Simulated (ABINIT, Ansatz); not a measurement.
# AlH3 (Pm-3m): third-order response

Which lines does AlH3 (Pm-3m) show in Raman and infrared spectra?

Method: DFT LDA, scalar-relativistic, plane waves, HGH norm-conserving pseudopotentials, in ABINIT 10.8.3.

The structure was built from a prototype and need not be the compound's stable phase.

## Step 1: The structure

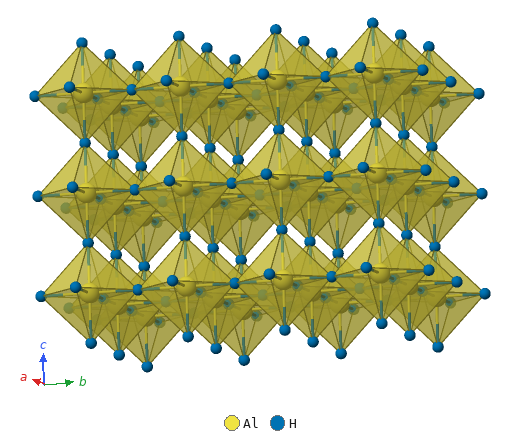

The cell as given, from a free direction (aluminium yellow, hydrogen blue). 2×3×2 cells are drawn. Some periodic images of atoms are drawn too.

Structure file:

```cif
data_structure
_symmetry_space_group_name_H-M 'Pm-3m'
_symmetry_Int_Tables_number 221
_cell_length_a 3.3838
_cell_length_b 3.3838
_cell_length_c 3.3838
_cell_angle_alpha 90.000
_cell_angle_beta 90.000
_cell_angle_gamma 90.000
_cell_volume 38.75
loop_
_atom_site_label
_atom_site_type_symbol
_atom_site_symmetry_multiplicity
_atom_site_Wyckoff_symbol
_atom_site_fract_x
_atom_site_fract_y
_atom_site_fract_z
_atom_site_occupancy
Al1 Al 1 a 0.00000 0.00000 0.00000 1
H1 H 3 d 0.50000 0.00000 0.00000 1
```

## Step 2: Relaxation

The harmonic expansion needs vanishing forces, and a free crystal bears no stress, so cell and atoms are brought to rest. Stress is more sensitive to the basis than forces are: the last 3 Ha under the cutoff are smoothed with ecutsm, and the cutoff is raised above that of the later runs.

The starting cell comes from a relaxation made beforehand in Ansatz (LDA, PseudoDojo NC).

Contents of relax.abi:

```
# relaxation
ionmov 2
optcell 2
dilatmx 1.08
ntime 40
tolmxf 1.0d-05
tolvrs 1.0d-14
prtwf 0
prtden 0
chksymtnons 0

# basis, mesh and filling
ecut 43.0
ecutsm 3.0
ixc 7
ngkpt 10 10 10
nshiftk 1
shiftk 0.0 0.0 0.0
istwfk *1
occopt 1
nband 3
nstep 100
diemac 9.0
prtebands 0
prtgsr 0

# cell and atoms
acell 6.394466076 6.394466076 6.394466076
rprim 
    1.0 0.0 0.0
    0.0 1.0 0.0
    0.0 0.0 1.0
ntypat 2
znucl 13 1
natom 4
typat 1 2 2 2
xred 
    0.0 0.0 0.0
    0.5 0.0 0.0
    0.0 0.5 0.0
    0.0 0.0 0.5
pp_dirpath "./pseudo"
pseudos "Al.hgh, H.hgh"
```

Run with:

```
$ OMP_NUM_THREADS=1 mpirun -n 2 abinit relax.abi > relax.log
```

Numbers of over 12 decimals in the logs are rounded to 6 here.

relax.abo, the main output file:

```text
[banners, grids, parts of the stress and lines that vanish by symmetry left out]
- input  file    -> relax.abi
- output file    -> relax.abo
- root for input  files -> relaxi
[...]
Symmetries : space group Pm -3 m (#221); Bravais cP (primitive cubic)
[...]
mpw =        4468          nfft =       91125          nkpt =          56
[...]
== DATASET  1 ==================================================================
[...]
cutoff_energies: {ecut:  43.0, pawecutdg:  -1.0, }
[...]
Exchange-correlation functional for the present dataset will be:
  LDA: Perdew-Wang 92 LSD fit to Ceperley-Alder data - ixc=7
[...]
ETOT  1  -3.800795    -3.801E+00 3.704E-02 5.188E+01
 ETOT  2  -3.814464    -1.367E-02 4.994E-06 1.592E+00
 ETOT  3  -3.814510    -4.594E-05 1.882E-07 1.451E-01
 ETOT  4  -3.814514    -4.171E-06 1.673E-08 4.900E-03
 ETOT  5  -3.814514    -1.145E-07 1.393E-09 5.110E-05
[...]
At SCF step   10       vres2   =  1.34E-15 < tolvrs=  1.00E-14 =>converged.
[...]
sigma(1 1)=  6.06437360E-07  sigma(3 2)=  0.00000000E+00
  sigma(2 2)=  6.06437360E-07  sigma(3 1)=  0.00000000E+00
  sigma(3 3)=  6.06437360E-07  sigma(2 1)=  0.00000000E+00
[...]
convergence: {deltae:  2.487E-14, res2:  1.339E-15, residm:  1.148E-18, diffor: null, }
etotal    :  -3.81451447E+00
[...]
ETOT  1  -3.814514    -3.815E+00 1.550E-05 7.851E-06
[...]
At SCF step    6       vres2   =  3.40E-15 < tolvrs=  1.00E-14 =>converged.
[...]
sigma(1 1)=  4.95578384E-07  sigma(3 2)=  0.00000000E+00
  sigma(2 2)=  4.95578384E-07  sigma(3 1)=  0.00000000E+00
  sigma(3 3)=  4.95578384E-07  sigma(2 1)=  0.00000000E+00
[...]
convergence: {deltae:  1.776E-15, res2:  3.396E-15, residm:  6.069E-19, diffor: null, }
etotal    :  -3.81451448E+00
[...]
ETOT  1  -3.814514    -3.815E+00 1.166E-08 1.568E-04
[...]
ETOT  6  -3.814514     7.905E-14 1.204E-17 6.973E-14
 ETOT  7  -3.814514    -1.346E-13 2.899E-19 5.362E-16
 At SCF step    7       vres2   =  5.36E-16 < tolvrs=  1.00E-14 =>converged.
[...]
sigma(1 1)= -5.62123310E-10  sigma(3 2)=  0.00000000E+00
  sigma(2 2)= -5.62123310E-10  sigma(3 1)=  0.00000000E+00
  sigma(3 3)= -5.62123309E-10  sigma(2 1)=  0.00000000E+00
[...]
convergence: {deltae: -1.346E-13, res2:  5.362E-16, residm:  2.899E-19, diffor: null, }
etotal    :  -3.81451449E+00
[...]
At Broyd/MD step   3, gradients are converged :
[...]
sigma(1 1)= -5.62123310E-10  sigma(3 2)=  0.00000000E+00
  sigma(2 2)= -5.62123310E-10  sigma(3 1)=  0.00000000E+00
  sigma(3 3)= -5.62123309E-10  sigma(2 1)=  0.00000000E+00
[...]
- sigma(1 1)= -1.65382388E-05  sigma(3 2)=  0.00000000E+00
- sigma(2 2)= -1.65382388E-05  sigma(3 1)=  0.00000000E+00
- sigma(3 3)= -1.65382387E-05  sigma(2 1)=  0.00000000E+00
[...]
fcart     -0.0000000000E+00 -0.0000000000E+00 -0.0000000000E+00
           strten     -5.6212330971E-10 -5.6212330971E-10 -5.6212330949E-10
================================================================================

[key lines of the parts left out:]
pressure_GPa:   1.6538E-05
Total energy (etotal) [Ha]= -3.81451449216169E+00
```

Elapsed: 32 s, on 2 MPI ranks of Intel Xeon at 2.70GHz, shared host; 63 s of CPU time.

Little changed from the start: no atom moved by 0.005 Å and no cell edge by 0.1 %.

Numbers from this step:

```yaml
volume_per_atom: 9.683 Å³
pressure: 1.65e-5 GPa
```

## Step 3: Ground state

The response is built on these wavefunctions, so the potential is converged far more tightly than an energy would need. The mesh is shifted off Γ, since shifted meshes converge sums over the zone faster.

Contents of gs.abi:

```
# ground state
tolvrs 1.0d-16
prtden 1
prtwf 1

# basis, mesh and filling
ecut 35.0
ixc 7
ngkpt 12 12 12
nshiftk 1
shiftk 0.5 0.5 0.5
istwfk *1
occopt 1
nband 3
nstep 100
diemac 9.0
prtebands 0
prtgsr 0

# cell and atoms
acell 6.393829837 6.393829837 6.393829837
rprim 
    1.0 0.0 0.0
    0.0 1.0 0.0
    0.0 0.0 1.0
ntypat 2
znucl 13 1
natom 4
typat 1 2 2 2
xred 
    0.0 0.0 0.0
    0.5 0.0 0.0
    0.0 0.5 0.0
    0.0 0.0 0.5
pp_dirpath "./pseudo"
pseudos "Al.hgh, H.hgh"
```

Run with:

```
$ OMP_NUM_THREADS=1 mpirun -n 2 abinit gs.abi > gs.log
```

gs.abo, the main output file:

```text
[banners, grids, parts of the stress and lines that vanish by symmetry left out]
- input  file    -> gs.abi
- output file    -> gs.abo
- root for input  files -> gsi
[...]
Symmetries : space group Pm -3 m (#221); Bravais cP (primitive cubic)
[...]
mpw =        2600          nfft =       46656          nkpt =          56
[...]
== DATASET  1 ==================================================================
[...]
cutoff_energies: {ecut:  35.0, pawecutdg:  -1.0, }
[...]
Exchange-correlation functional for the present dataset will be:
  LDA: Perdew-Wang 92 LSD fit to Ceperley-Alder data - ixc=7
[...]
ETOT  1  -3.803032    -3.803E+00 1.733E-02 2.703E+01
 ETOT  2  -3.812622    -9.590E-03 3.096E-06 7.814E-01
 ETOT  3  -3.812676    -5.310E-05 2.614E-07 7.631E-02
 ETOT  4  -3.812680    -4.033E-06 1.618E-08 2.740E-03
 ETOT  5  -3.812680    -1.237E-07 1.787E-09 1.891E-05
[...]
ETOT 10  -3.812680    -6.750E-14 6.703E-19 5.653E-16
 ETOT 11  -3.812680     1.381E-13 4.090E-20 9.419E-18
 At SCF step   11       vres2   =  9.42E-18 < tolvrs=  1.00E-16 =>converged.
[...]
sigma(1 1)=  2.97248696E-05  sigma(3 2)=  0.00000000E+00
  sigma(2 2)=  2.97248696E-05  sigma(3 1)=  0.00000000E+00
  sigma(3 3)=  2.97248696E-05  sigma(2 1)=  0.00000000E+00
[...]
convergence: {deltae:  1.381E-13, res2:  9.419E-18, residm:  4.090E-20, diffor: null, }
etotal    :  -3.81267967E+00
[...]
sigma(1 1)=  2.97248696E-05  sigma(3 2)=  0.00000000E+00
  sigma(2 2)=  2.97248696E-05  sigma(3 1)=  0.00000000E+00
  sigma(3 3)=  2.97248696E-05  sigma(2 1)=  0.00000000E+00
[...]
- sigma(1 1)=  8.74535858E-01  sigma(3 2)=  0.00000000E+00
- sigma(2 2)=  8.74535858E-01  sigma(3 1)=  0.00000000E+00
- sigma(3 3)=  8.74535858E-01  sigma(2 1)=  0.00000000E+00
[...]
fcart     -0.0000000000E+00 -0.0000000000E+00 -0.0000000000E+00
           strten      2.9724869630E-05  2.9724869630E-05  2.9724869630E-05
================================================================================

[key lines of the parts left out:]
pressure_GPa:  -8.7454E-01
```

Wall time 7.4 s (2 MPI ranks).

Numbers from this step:

* pressure: -0.8745 GPa

The cell stands at -0.87 GPa: the relaxation ran with a smoothed and higher cutoff and on another k mesh.

## Step 4: The gap at rest

Empty bands on the ground state's density check that the gap assumed so far is there in this cell.

Contents of gap.abi:

```
# empty bands on the ground state's density
iscf -2
getden_filepath "gso_DEN"
tolwfr 1.0d-12
nbdbuf 2
prtwf 0

# basis, mesh and filling
ecut 35.0
ixc 7
ngkpt 12 12 12
nshiftk 1
shiftk 0.0 0.0 0.0
istwfk *1
occopt 1
nband 7
nstep 100
diemac 9.0
prtebands 0
prtgsr 0

# cell and atoms
acell 6.393829837 6.393829837 6.393829837
rprim 
    1.0 0.0 0.0
    0.0 1.0 0.0
    0.0 0.0 1.0
ntypat 2
znucl 13 1
natom 4
typat 1 2 2 2
xred 
    0.0 0.0 0.0
    0.5 0.0 0.0
    0.0 0.5 0.0
    0.0 0.0 0.5
pp_dirpath "./pseudo"
pseudos "Al.hgh, H.hgh"
```

Run with:

```
$ OMP_NUM_THREADS=1 mpirun -n 2 abinit gap.abi > gap.log
```

gap.abo, the main output file:

```text
[banners, grids, parts of the stress and lines that vanish by symmetry left out]
- input  file    -> gap.abi
- output file    -> gap.abo
- root for input  files -> gapi
[...]
Symmetries : space group Pm -3 m (#221); Bravais cP (primitive cubic)
[...]
mpw =        2612          nfft =       46656          nkpt =          84
[...]
== DATASET  1 ==================================================================
[...]
cutoff_energies: {ecut:  35.0, pawecutdg:  -1.0, }
[...]
Exchange-correlation functional for the present dataset will be:
  LDA: Perdew-Wang 92 LSD fit to Ceperley-Alder data - ixc=7
[...]
-outvars: echo values of variables after computation
            acell      6.3938298370E+00  6.3938298370E+00  6.3938298370E+00 Bohr
================================================================================
```

Elapsed: 11 s, on 2 MPI ranks; 21 s of CPU time.

This step gave:

* gap on the k-mesh: 0.3388 eV

In this cell the gap on the mesh is 0.34 eV, indirect (smallest direct 3.6 eV), so fixed occupations hold.

## Step 5: Linear response at Γ

The derivative of the wavefunctions by k comes first, since the response to a field is built on it; then the field and the displacements that symmetry doesn't supply are solved at q = 0. By the 2n+1 theorem the first-order wavefunctions also give third derivatives: Raman tensors and the non-linear susceptibility.

It reads the wavefunctions written in step 3.

Contents of dfpt_gamma.abi:

```
ndtset 3

# common to the responses
getwfk_filepath "gso_WFK"
kptopt 2
nqpt 1
qpt 0.0 0.0 0.0
asr 0
chneut 0

# d/dk
rfelfd1 2
rfdir1 1 1 1
iscf1 -3
tolwfr1 1.0d-20

# displacements, field
rfphon2 1
rfatpol2 1 4
rfdir2 1 1 1
rfelfd2 3
getddk2 1
tolvrs2 1.0d-10
prepanl2 1
prtden2 1

# third order
optdriver3 5
getden_filepath3 "gso_DEN"
get1den3 2
get1wf3 2
getddk3 1
d3e_pert1_elfd3 1
d3e_pert1_phon3 1
d3e_pert1_atpol3 1 4
d3e_pert1_dir3 1 1 1
d3e_pert2_elfd3 1
d3e_pert2_dir3 1 1 1
d3e_pert3_elfd3 1
d3e_pert3_dir3 1 1 1
usepead3 1
tolvrs3 1.0d-10

# basis, mesh and filling
ecut 35.0
ixc 7
ngkpt 12 12 12
nshiftk 1
shiftk 0.5 0.5 0.5
istwfk *1
occopt 1
nband 3
nstep 100
diemac 9.0
prtebands 0
prtgsr 0

# cell and atoms
acell 6.393829837 6.393829837 6.393829837
rprim 
    1.0 0.0 0.0
    0.0 1.0 0.0
    0.0 0.0 1.0
ntypat 2
znucl 13 1
natom 4
typat 1 2 2 2
xred 
    0.0 0.0 0.0
    0.5 0.0 0.0
    0.0 0.5 0.0
    0.0 0.0 0.5
pp_dirpath "./pseudo"
pseudos "Al.hgh, H.hgh"
```

Run with:

```
$ OMP_NUM_THREADS=1 mpirun -n 2 abinit dfpt_gamma.abi > dfpt_gamma.log
```

dfpt_gamma.abo, the main output file:

```text
[banners, grids, parts of the stress and lines that vanish by symmetry left out]
- input  file    -> dfpt_gamma.abi
- output file    -> dfpt_gamma.abo
- root for input  files -> dfpt_gammai
[...]
DATASET    1 : space group Pm -3 m (#221); Bravais cP (primitive cubic)
[...]
nfft =       46656          nkpt =         864
[...]
DATASET    2 : space group Pm -3 m (#221); Bravais cP (primitive cubic)
[...]
nfft =       46656          nkpt =         864
[...]
DATASET    3 : space group Pm -3 m (#221); Bravais cP (primitive cubic)
[...]
mpw =        2600          nfft =       46656          nkpt =         864
[...]
== DATASET  1 ==================================================================
[...]
cutoff_energies: {ecut:  35.0, pawecutdg:  -1.0, }
[...]
Exchange-correlation functional for the present dataset will be:
  LDA: Perdew-Wang 92 LSD fit to Ceperley-Alder data - ixc=7
[...]
-  1.00000   1.00000     10605                znucl, zion, pspdat
[...]
Perturbation : derivative vs k along direction   1
[...]
-ETOT  1  -5.686051     -5.686E+00 3.677E-02 0.000E+00
 ETOT  2  -5.693064     -7.014E-03 2.494E-04 0.000E+00
 ETOT  3  -5.693090     -2.577E-05 1.360E-06 0.000E+00
 ETOT  4  -5.693090     -1.385E-07 7.949E-09 0.000E+00
 ETOT  5  -5.693090     -9.596E-10 7.115E-11 0.000E+00
[...]
At SCF step   11   max residual=  9.92E-21 < tolwfr=  1.00E-20 =>converged.
[...]
Perturbation : derivative vs k along direction   2
[...]
-ETOT  1  -5.686048     -5.686E+00 3.677E-02 0.000E+00
[...]
At SCF step   11   max residual=  9.96E-21 < tolwfr=  1.00E-20 =>converged.
[...]
Perturbation : derivative vs k along direction   3
[...]
-ETOT  1  -5.686051     -5.686E+00 3.677E-02 0.000E+00
[...]
At SCF step   11   max residual=  9.92E-21 < tolwfr=  1.00E-20 =>converged.
[...]
1        1       1.5478777138   -0.0000000000
     1        2       0.0000000000    0.0000000000
     1        3       0.0000000000    0.0000000000
     2        1       0.0000000000    0.0000000000
     2        2       1.5478777138   -0.0000000000
     2        3       0.0000000000    0.0000000000
     3        1       0.0000000000    0.0000000000
     3        2       0.0000000000    0.0000000000
     3        3       1.5478777138   -0.0000000000
[...]
== DATASET  2 ==================================================================
[...]
cutoff_energies: {ecut:  35.0, pawecutdg:  -1.0, }
[...]
Exchange-correlation functional for the present dataset will be:
  LDA: Perdew-Wang 92 LSD fit to Ceperley-Alder data - ixc=7
[...]
Perturbation : displacement of atom   1   along direction   1
[...]
-ETOT  1   6.205662     -1.925E+01 1.757E-01 8.720E+03
[...]
At SCF step    9       vres2   =  3.70E-12 < tolvrs=  1.00E-10 =>converged.
[...]
Perturbation : displacement of atom   2   along direction   1
[...]
-ETOT  1   11.602415558145     -4.865E+01 3.888E-01 1.868E+04
[...]
At SCF step    9       vres2   =  2.35E-12 < tolvrs=  1.00E-10 =>converged.
[...]
Perturbation : displacement of atom   2   along direction   2
[...]
-ETOT  1   2.442308     -4.776E+01 9.795E-02 7.383E+03
[...]
At SCF step    9       vres2   =  1.51E-11 < tolvrs=  1.00E-10 =>converged.
[...]
Perturbation : homogeneous electric field along direction   1
[...]
-ETOT  1  -63.176699727806     -6.318E+01 1.505E+00 1.623E+03
[...]
At SCF step    9       vres2   =  2.64E-12 < tolvrs=  1.00E-10 =>converged.
[...]
Perturbation : homogeneous electric field along direction   2
[...]
-ETOT  1  -63.175790947255     -6.318E+01 8.220E-01 1.623E+03
[...]
At SCF step    9       vres2   =  2.75E-12 < tolvrs=  1.00E-10 =>converged.
[...]
Perturbation : homogeneous electric field along direction   3
[...]
-ETOT  1  -63.176700074764     -6.318E+01 1.505E+00 1.623E+03
[...]
ETOT  8  -64.049093996562     -9.777E-12 1.540E-13 3.876E-10
 ETOT  9  -64.049093996562      1.563E-13 3.201E-15 2.643E-12
 At SCF step    9       vres2   =  2.64E-12 < tolvrs=  1.00E-10 =>converged.
[...]
Dielectric tensor, in cartesian coordinates,
[...]
1    6   1    6         4.1886147042        -0.0000000000
   1    6   2    6        -0.0000000000        -0.0000000000
   1    6   3    6        -0.0000000000        -0.0000000000
   2    6   1    6        -0.0000000000        -0.0000000000
   2    6   2    6         4.1886147042        -0.0000000000
   2    6   3    6        -0.0000000000        -0.0000000000
   3    6   1    6        -0.0000000000        -0.0000000000
   3    6   2    6        -0.0000000000        -0.0000000000
   3    6   3    6         4.1886147042        -0.0000000000
  Effective charges, in cartesian coordinates,
[...]
1    1   1    6         2.7860202481         0.0000000000
   2    1   1    6         0.0000000000         0.0000000000
   3    1   1    6         0.0000000000         0.0000000000
   1    2   1    6        -1.6127016295         0.0000000000
   2    2   1    6         0.0000000000         0.0000000000
[...]
Effective charges, in cartesian coordinates,
[...]
2    6   1    4         0.0000000000         0.0000000000
   3    6   1    4         0.0000000000         0.0000000000
   1    6   2    4         0.0000000000         0.0000000000
   2    6   2    4        -0.5862095458         0.0000000000
   3    6   2    4         0.0000000000         0.0000000000
   1    6   3    4         0.0000000000         0.0000000000
   2    6   3    4         0.0000000000         0.0000000000
   3    6   3    4        -1.6127016267         0.0000000000
  Phonon wavevector (reduced coordinates) :  0.00000  0.00000  0.00000
 Phonon energies in Hartree :
[...]
Phonon frequencies in cm-1    :
-  6.367687E-01  6.367689E-01  6.367693E-01  4.723914E+02  4.723914E+02
-  4.723914E+02  5.625425E+02  5.625425E+02  5.625425E+02  1.883918E+03
-  1.883918E+03  1.883918E+03
  Phonon at Gamma, with non-analyticity in the
[...]
Phonon energies in Hartree :
[...]
Phonon frequencies in cm-1    :
-  6.367687E-01  6.367689E-01  6.389082E-01  4.723914E+02  4.723914E+02
-  5.625425E+02  5.625425E+02  5.625425E+02  7.405844E+02  1.883918E+03
-  1.883918E+03  2.073762E+03
  Phonon at Gamma, with non-analyticity in the
[...]
Phonon energies in Hartree :
[...]
Phonon frequencies in cm-1    :
-  6.367687E-01  6.367693E-01  6.389077E-01  4.723914E+02  4.723914E+02
-  5.625425E+02  5.625425E+02  5.625425E+02  7.405844E+02  1.883918E+03
-  1.883918E+03  2.073762E+03
  Phonon at Gamma, with non-analyticity in the
[...]
Phonon energies in Hartree :
[...]
Phonon frequencies in cm-1    :
-  6.367689E-01  6.367693E-01  6.389076E-01  4.723914E+02  4.723914E+02
-  5.625425E+02  5.625425E+02  5.625425E+02  7.405844E+02  1.883918E+03
-  1.883918E+03  2.073762E+03
[...]
== DATASET  3 ==================================================================
[...]
cutoff_energies: {ecut:  35.0, pawecutdg:  -1.0, }
[...]
Exchange-correlation functional for the present dataset will be:
  LDA: Perdew-Wang 92 LSD fit to Ceperley-Alder data - ixc=7
[...]
1          1       -0.000000000       -0.000000000       -0.000000000
[...]
1          2       -0.000000000       -0.000000000       -0.000000000
[...]
1          3       -0.000000000       -0.000000000       -0.000000000
[...]
2          1       -0.000000000       -0.000000000       -0.000000000
[...]
2          2       -0.000000000       -0.000000000       -0.000000000
[...]
2          3       -0.000000000       -0.000000000       -0.000000000
[...]
3          1       -0.000000000       -0.000000000       -0.000000000
[...]
3          2       -0.000000000       -0.000000000       -0.000000000
[...]
3          3       -0.000000000       -0.000000000       -0.000000000
[...]
4          1       -0.000000000       -0.000000000       -0.000000000
[...]
4          2       -0.000000000       -0.000000000       -0.000000000
[...]
4          3       -0.000000000       -0.000000000       -0.000000000
[...]
strten2     0.0000000000E+00  0.0000000000E+00  0.0000000000E+00
           strten3     0.0000000000E+00  0.0000000000E+00  0.0000000000E+00
================================================================================
```

The job ended after 13 min (2 MPI ranks).

Numbers from this step:

| Property | Result |
| --- | --- |
| miss of the charge sum rule | 9.00e-4 e |
| largest acoustic frequency at the zone centre before the sum rule | 0.64 cm⁻¹ |
| highest optical zone-centre mode (no LO-TO term) | 1884 cm⁻¹ |
| lowest optical zone-centre mode | 472.4 cm⁻¹ |
| mean high-frequency dielectric constant | 4.189 |
| largest Born charge in size (third of the trace) | 2.786 e |

Born charge (rows field, columns displacement), before the sum rule (e), principal values of the symmetric part by kind of site:

```
atom  atoms with these values    low  middle   high   mean
 Al1                        1   2.79    2.79   2.79   2.79
  H2                        3  -1.61   -0.59  -0.59  -0.93
```

In full for Al1:

```
2.79 0.00 0.00
0.00 2.79 0.00
0.00 0.00 2.79
```

High-frequency dielectric tensor:

```
4.19 0.00 0.00
0.00 4.19 0.00
0.00 0.00 4.19
```

The acoustic modes at Γ come out as far as 0.6 cm⁻¹ from zero, where they should vanish, a small numerical error; the Born charges miss their sum rule by 9.0e-4 e, which is good.

(Part 1 of 3 ends here.)

[Host names and launcher messages were left out of these logs when they were recorded.]

[Logs are printed without paths, hosts, clocks, repeated set-up lines and the standing remarks that a program may print on its own settings, such as how far it seeks lower states.]

[Hosts, paths, dates, database ids (printed as entryN), source tags and the programs' standing remarks are cut or masked in the printed files.]
